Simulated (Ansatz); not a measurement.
# BH₃Cl (doublet): one geometry, many settings at distance B1–H4 along a hydrogen transfer = 1.721 Å

What do other methods and options give for BH₃Cl (doublet) at this geometry, and how long do they take?

Method: the settings change from run to run; program: Ansatz 0.2.0, Gaussian basis.

7 further runs of the same task are left out: 1 for a known fault of the program, 6 that didn't finish.

**1. The geometry**

The geometry derives from fragments relaxed apart (PBE0/def2-TZVP) and kept rigid, so it is no stationary point. A hydrogen atom is moved between rigid fragments.

5 atoms, charge 0, spin multiplicity 2.

Atoms are counted from 1 here; the program's logs count them from 0.

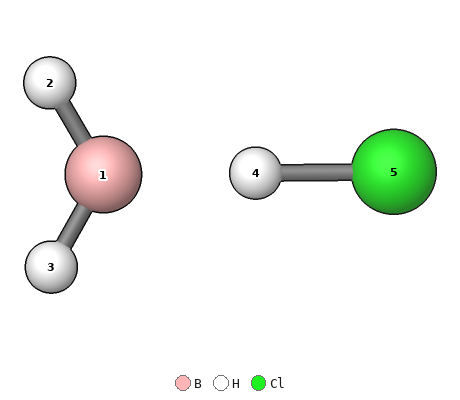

The structure; boron pink, hydrogen white, chlorine green; atoms are numbered from 1 in the order of the file.

**2. NEVPT2(1,2)/cc-pVDZ**

Contents of in.yaml:

```yaml
crystal:
  periodic: [false, false, false]
  atoms:
    - {symbol: B, position_ang: [-2.371549, 0.000000, 0.000000]}
    - {symbol: H, position_ang: [-2.968282, 1.033571, 0.000000]}
    - {symbol: H, position_ang: [-2.968282, -1.033571, 0.000000]}
    - {symbol: H, position_ang: [-0.650549, 0.000000, 0.000000]}
    - {symbol: Cl, position_ang: [0.910451, 0.000000, 0.000000]}
basis:
  gaussian: {orbitals: cc-pVDZ, fitting: {mean_field: def2-universal-jkfit}}
magnetization: {spin_polarized: false, initial_magnetization: 1}
correlation: {method: sc_nevpt2, electrons: outside_noble_gas, active_space: {window: {electrons: 1, orbitals: 2}}}
```

Launch:

```console
$ ansatz run in.yaml --threads 1 --pin off --events-out ev --progress --plain --max-ram 2393MiB
```

Output:

```text
Functional definition: HF
  name "HF"
  cite "Fock, Z. Phys. 61, 126 (1930) doi:10.1007/BF01340294"
  parent pbe
  exchange = exact_x
  correlation = 0
257 factors; integrals over basis functions are off by at most 2.7e-1 eV
mean field evaluation 1: about -13218.4386 eV, gradient 1.5e1 eV
mean field evaluation 2: about -13219.4931 eV, gradient 7.4e0 eV
mean field evaluation 4: about -13219.7458 eV, gradient 4.1e-1 eV
mean field evaluation 8: about -13214.2968 eV, gradient 2.6e1 eV
mean field evaluation 16: about -13217.3843 eV, gradient 1.3e0 eV
mean field evaluation 32: about -13219.7511 eV, gradient 3.8e-6 eV
mean field -13219.75108739 eV, -485.8168917924 hartree, gradient 3.8e-6 eV, S^2 0.750000; 6 other end points of the search recorded, 0 dependent functions left out
reference -13219.75108739 eV, -485.8168917924 hartree; 13, 12 occupied and 34, 35 virtual orbitals, 257 factors
state -13219.75108739 eV, -485.8168917924 hartree
state -13219.75108739 eV, -485.8168917924 hartree; corrected -13225.93164444 eV, -486.0440230747 hartree
WARN: 1 active orbitals are nearly empty or full. The corrections depend on them more than the energy does, and are more stable in an active space without them
Total energy: -13225.93164444 eV, -486.0440230747 hartree
```

It took 1.4 s on 1 thread of Arm Neoverse V2, shared host.

From the report: 1 determinant; active occupations 1.00, 0.00. The report marks this result as in doubt.

**3. CISDTQ/STO-3G**

Changes to in.yaml since step 2:

```diff
@@ -9,4 +9,5 @@
 basis:
-  gaussian: {orbitals: cc-pVDZ, fitting: {mean_field: def2-universal-jkfit}}
+  gaussian: {orbitals: STO-3G}
 magnetization: {spin_polarized: false, initial_magnetization: 1}
-correlation: {method: sc_nevpt2, electrons: outside_noble_gas, active_space: {window: {electrons: 1, orbitals: 2}}}
+correlation: {active_space: {ras: {orbitals: [6, 1, 4], electrons: 13, max_holes: 4, max_particles: 4}, fixed_orbitals: true}}
+accuracy: high
```

Launched as before.

Output:

```text
Functional definition: HF
  name "HF"
  cite "Fock, Z. Phys. 61, 126 (1930) doi:10.1007/BF01340294"
  parent pbe
  exchange = exact_x
  correlation = 0
265 factors; integrals over basis functions are off by at most 1.2e-8 eV
mean field evaluation 1: about -13073.7636 eV, gradient 1.5e1 eV
mean field evaluation 2: about -13073.7886 eV, gradient 1.5e1 eV
mean field evaluation 4: about -13075.9530 eV, gradient 1.3e0 eV
mean field evaluation 8: about -13075.9814 eV, gradient 4.0e-3 eV
mean field evaluation 16: about -13070.1470 eV, gradient 2.3e1 eV
mean field evaluation 32: about -13073.1499 eV, gradient 1.5e-6 eV
mean field -13075.98138017 eV, -480.5334525029 hartree, gradient 4.7e-9 eV, S^2 0.750000; 6 other end points of the search recorded, 0 dependent functions left out
reference -13075.98138017 eV, -480.5334525029 hartree; 13, 12 occupied and 4, 5 virtual orbitals, 265 factors
state -13077.95245301 eV, -480.6058880937 hartree
Total energy: -13077.95245301 eV, -480.6058880937 hartree
```

It took 0.69 s on 1 thread of Arm Neoverse V2, shared host.

From the report: 11,720 determinants.

**4. CASSCF(7,4)/cc-pVDZ**

Changes to in.yaml since step 3:

```diff
@@ -9,5 +9,5 @@
 basis:
-  gaussian: {orbitals: STO-3G}
+  gaussian: {orbitals: cc-pVDZ}
 magnetization: {spin_polarized: false, initial_magnetization: 1}
-correlation: {active_space: {ras: {orbitals: [6, 1, 4], electrons: 13, max_holes: 4, max_particles: 4}, fixed_orbitals: true}}
-accuracy: high
+correlation: {active_space: {window: {electrons: 7, orbitals: 4}}}
+scf: {lower_state_search: full}
```

Launched as before.

Output, cut to the lines that bear on the results:

```text
Functional definition: HF
  name "HF"
  cite "Fock, Z. Phys. 61, 126 (1930) doi:10.1007/BF01340294"
  parent pbe
[...]
458 factors; integrals over basis functions are off by at most 1.5e-3 eV
[...]
mean field -13219.75148556 eV, -485.8169064248 hartree, gradient 6.9e-6 eV, S^2 0.750000; 12 other end points of the search recorded, 0 dependent functions left out
reference -13219.75148556 eV, -485.8169064248 hartree; 13, 12 occupied and 34, 35 virtual orbitals, 458 factors
state -13219.75148556 eV, -485.8169064248 hartree
Total energy: -13219.75148556 eV, -485.8169064248 hartree
```

Wall time 1.4 s (1 thread of Arm Neoverse V2, shared host).

From the report: 4 determinants; active occupations 2.00, 2.00, 2.00, 1.00. With so small a space the active step adds no correlation: the energy is the mean field's.

**5. CCSD(T)/cc-pVDZ**

Changes to in.yaml since step 4:

```diff
@@ -11,3 +11,4 @@
 magnetization: {spin_polarized: false, initial_magnetization: 1}
-correlation: {active_space: {window: {electrons: 7, orbitals: 4}}}
-scf: {lower_state_search: full}
+hamiltonian: {xc: {name: r2SCAN}}
+correlation: {method: ccsd_t, electrons: outside_noble_gas}
+output: {forces: true}
```

Same command.

Output, cut to the lines that bear on the results:

```text
Functional definition: r2SCAN
  name "r2SCAN"
  cite "Furness, Kaplan, Ning, Perdew & Sun, J. Phys. Chem. Lett. 11, 8208 (2020) doi:10.1021/acs.jpclett.0c02405"
  cite "Furness, Kaplan, Ning, Perdew & Sun, J. Phys. Chem. Lett. 11, 9248 (2020) doi:10.1021/acs.jpclett.0c03077"
  parent r2scan
[...]
458 factors; integrals over basis functions are off by at most 1.5e-3 eV
[...]
mean field -13243.29056150 eV, -486.6819515105 hartree, gradient 8.4e-7 eV, S^2 0.750000; 0 other end points of the search recorded, 0 dependent functions left out
6 core orbitals not correlated: weight in the atoms' cores, before any rotation towards them, 1.000 or more for the frozen orbitals, at most 0.000 for the correlated occupied ones
reference -13219.51643219 eV, -485.8082683731 hartree; 7, 6 occupied and 34, 35 virtual orbitals, 458 factors
second order -6.28480587 eV of doubles, -0.22911051 eV of singles
cycle   1  -7.11280788 eV  change   -6.0e-1 eV  update   5.9e-2
[...]
cycle  14  -7.36009178 eV  change   -6.6e-7 eV  update   5.5e-7
perturbative correction -0.14434019 eV, -0.0053044041 hartree
[...]
Total energy: -13227.02086417 eV, -486.0840511614 hartree
Atom 0 at    -2.371549     0.000000     0.000000 Å, force     0.440354     0.000000    -0.000000 eV/Å
Atom 1 at    -2.968282     1.033571     0.000000 Å, force     0.280231     0.522485    -0.000000 eV/Å
Atom 2 at    -2.968282    -1.033571     0.000000 Å, force     0.280231    -0.522485     0.000000 eV/Å
Atom 3 at    -0.650549     0.000000     0.000000 Å, force     0.871239    -0.000000    -0.000000 eV/Å
Atom 4 at     0.910451     0.000000     0.000000 Å, force    -1.872055     0.000000     0.000000 eV/Å
Dipole moment:    -0.647364     0.000000     0.000000 e Å
```

Wall time 8 s (1 thread of Arm Neoverse V2, shared host).

From the report: correlation -7.5044 eV; T1 0.018; largest double amplitude 0.06. The orbitals are Kohn-Sham ones, so correlation energy and T1 don't compare with those on Hartree-Fock orbitals.

**6. The runs in one table**

Where basis and cores are those of an earlier UCCSDT(Q)/cc-pVDZ run (-13227.1010 eV), and the state is the same kind, the miss against it is given. † marks a result that the program doubts.

```
                               level         correlated  functions  energy (eV)  from UCCSDT(Q) (meV)    time
               NEVPT2(1,2)/cc-pVDZ †  outside noble gas         47  -13225.9316                1169.4   1.4 s
                       CISDTQ/STO-3G            valence         17  -13077.9525                        0.69 s
                 CASSCF(7,4)/cc-pVDZ                            47  -13219.7515                7349.6   1.4 s
CCSD(T)/cc-pVDZ (on r2SCAN orbitals)  outside noble gas         47  -13227.0209                  80.2     8 s
```

**7. Summary of results**

| quantity | value |
| --- | --- |
| runs | 4 |
| quickest | CISDTQ/STO-3G, 0.69 s |
| slowest | CCSD(T)/cc-pVDZ (on r2SCAN orbitals), 8 s |

**Reading.** Total energies in different bases, with other cores or another treatment of relativity can't be set against each other. CCSD(T)/cc-pVDZ (on r2SCAN orbitals) took 12 times as long as CISDTQ/STO-3G; the jobs differ in more than the method. Among the correlated runs with a miss given, it spans +80 to +1169 meV. Hartree-Fock, CASSCF and CASCI lack dynamic correlation by design. Cores frozen from Kohn-Sham orbitals shift the total energy.
